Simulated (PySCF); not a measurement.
C8H9F, SMILES c1ccc(CCF)cc1 at its GFN2-xTB optimised geometry (Å):

```
18

F     -2.3994    -3.5332     1.5351
C     -1.7078    -2.3466     1.4863
C     -1.4746    -1.9256     0.0372
C     -0.7110    -0.6320     0.0000
C     -1.3817     0.5841     0.0043
C     -0.6793     1.7763     0.0043
C      0.7050     1.7662     0.0029
C      1.3823     0.5588     0.0000
C      0.6780    -0.6320     0.0000
H     -2.3089    -1.6070     2.0252
H     -0.7611    -2.5096     2.0117
H     -0.9176    -2.7150    -0.4709
H     -2.4425    -1.8144    -0.4553
H     -2.4624     0.5970     0.0021
H     -1.2135     2.7150     0.0043
H      1.2542     2.6959     0.0016
H      2.4624     0.5448    -0.0037
H      1.2113    -1.5721    -0.0058
```

Computed with B3LYP/def2-SVP run with PySCF.

Map of the log10 of the electron density (e/bohr³), floored at −4 on the plane z = 0.8 Å:

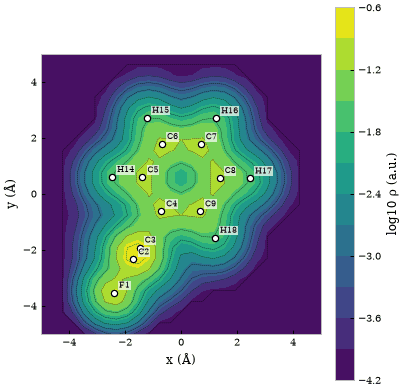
*Log10 of the electron density (e/bohr³), floored at −4 on the plane z = 0.8 Å.*
